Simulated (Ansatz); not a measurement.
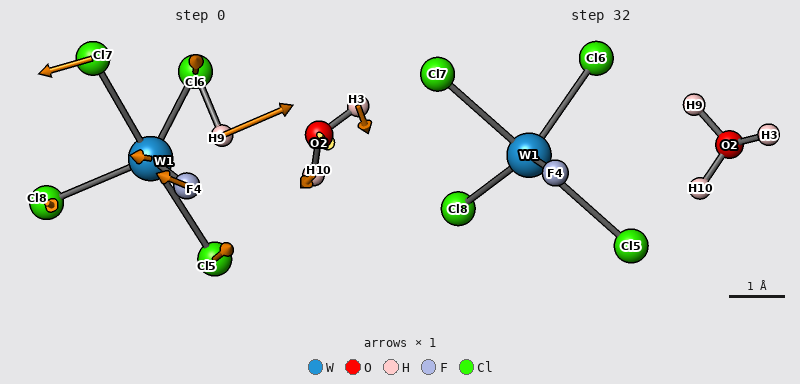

The structure of WH$_{3}$OCl$_{4}$F before (left) and after (right) a relaxation, at one scale. The orange arrows give the displacements, at their true length.

A ball-and-stick model, seen from a free direction.

The run prepares an end point of a later path (reaction) calculation, from a guessed geometry.

Computed with RHF/def2-SVP in Ansatz 0.2.0.

The input:
```yaml
crystal:
  periodic: [false, false, false]
  atoms:
    - { symbol: W, position_ang: [0.087636, -0.122208, -0.522892] }
    - { symbol: O, position_ang: [-0.493669, 0.421308, 2.505717] }
    - { symbol: H, position_ang: [-1.109986, 0.332865, 3.221032] }
    - { symbol: F, position_ang: [1.652837, -0.270696, 0.375727] }
    - { symbol: Cl, position_ang: [-0.024213, 2.276549, -0.008814] }
    - { symbol: Cl, position_ang: [-2.27473, -0.41913, 0.192769] }
    - { symbol: Cl, position_ang: [0.118748, -2.44492, -0.942952] }
    - { symbol: Cl, position_ang: [-0.094999, 0.443747, -2.712495] }
    - { symbol: H, position_ang: [-1.219151, 0.427637, 0.559962] }
    - { symbol: H, position_ang: [-0.628873, 1.302549, 2.121044] }
basis:
  gaussian: { orbitals: def2-SVP }
hamiltonian:
  xc: hf
relax:
  f_tol: 0.03
  max_steps: 50
```

Launched with:
```bash
ansatz run input.yaml --threads 4 --pin off --max-ram 5120MiB --backend cpu --events-out ev --progress --plain --runs-dir out
```

### Describe what moved and what it gained.

Over 31 accepted moves (32 points after the start) the energy falls by 2.459 eV. The largest force component goes from 1.6 to 0.011 eV/Å. The line search rejected the trial step at point 17 of the run. H9 moves most after the best rigid fit: 1.46 Å. By element the largest moves are H 1.46 Å, O 1.33 Å, Cl 1.06 Å, F 0.76 Å, W 0.51 Å. Some distances before and after: W1–H9 1.784 → 3.575 Å, O2–H9 2.077 → 0.982 Å, W1–O2 3.131 → 4.057 Å, Cl6–H9 1.402 → 2.089 Å. New bonds form, among them: O2–H9 (2.08 → 0.98 Å). Bonds break, among them: Cl6–H9 (1.40 → 2.09 Å). Bond angles that change, for instance: F4–W1–Cl6 132.0° → 113.4°, F4–W1–Cl8 124.7° → 137.5°, F4–W1–Cl5 90.9° → 84.4°.

Limits of the set-up: Hartree-Fock leaves out electron correlation.
